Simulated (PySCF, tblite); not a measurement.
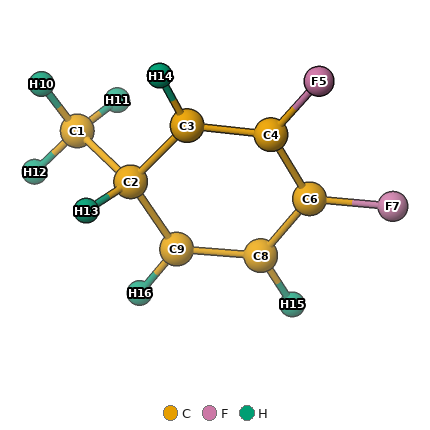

First-order isotropic EPR spectrum (fast tumbling, first derivative) of C₇H₇F₂, SMILES C[C@@H]1[CH]C(F)=C(F)C=C1, doublet at 9.75 GHz, Lorentzian lines of 0.25 mT full width at half height, from computed g and hyperfine couplings (B3LYP/pcH-1 with PySCF 2.14.0, at a GFN2-xTB geometry (a minimum by its frequencies), gas phase); values of one conformer, averaged over methyl-type rotors alone; no vibrational averaging; dilute isotopes left out. The SMILES is one Lewis form and needn't show where the spin sits.

**Give g and the hyperfine couplings.**

g_iso = 2.0030, which centres the spectrum at 347.8 mT; it spans 11.4 mT.

```csv
nuclei,isotope,a (mT),a (MHz)
H13,¹H,4.90,137.4
F7,¹⁹F,3.11,87.1
H16,¹H,−1.00,−28.2
H14,¹H,−0.99,−27.7
F5,¹⁹F,−0.92,−25.9
H15,¹H,0.36,10.0
"H10, H11, H12",¹H,−0.06,−1.6
```

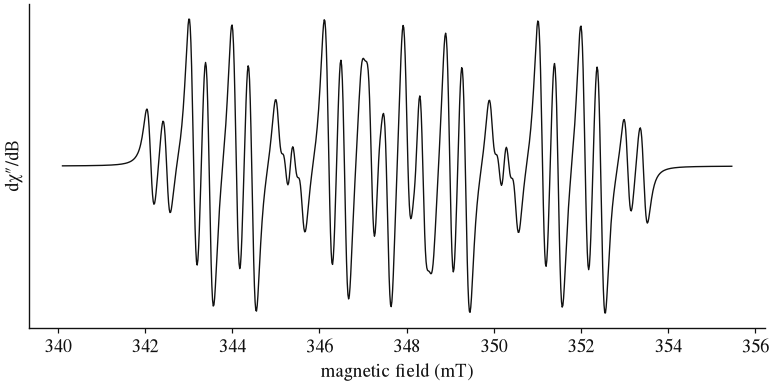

Note: the tight-binding geometry is rougher than a DFT one and adds to the error.
